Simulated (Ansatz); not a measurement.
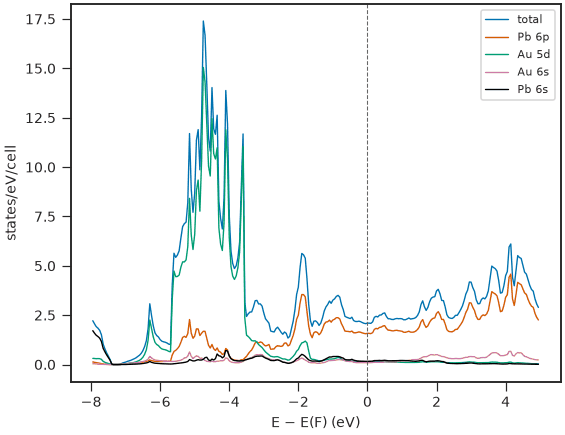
Total and projected density of states of Pb$_{2}$Au in space group I4/mcm (No. 140; Pb on 8h, Au on 4a), r²SCAN in the plane-wave PAW code Ansatz

Task: Which orbitals carry the states next to the Fermi level?

Result: Within 0.5 eV of the Fermi level: Pb 6p 75 %, Pb 6s 8 %, Au 5d 7 %. Projections are on Löwdin-orthogonalised atomic valence shells; empty p or d shells of many metals are not among them.

Task: Where is the tallest occupied peak in this window, and what makes it?

Result: Near -4.8 eV, about 17 states/eV per cell; the largest projected share is Au 5d.

The workflow started from a Materials Project entry (that database holds measured and hypothetical structures alike); the Crystallography Open Database files this formula in space group No. 140, but the cells were not matched. Its standing as an ambient phase is unchecked. The r²SCAN relaxation kept the symmetry of its start; its stability against distortions is not shown here. Spin–orbit coupling is left out wherever it is not named.

Potentials: the later of the program's two PAW sets.
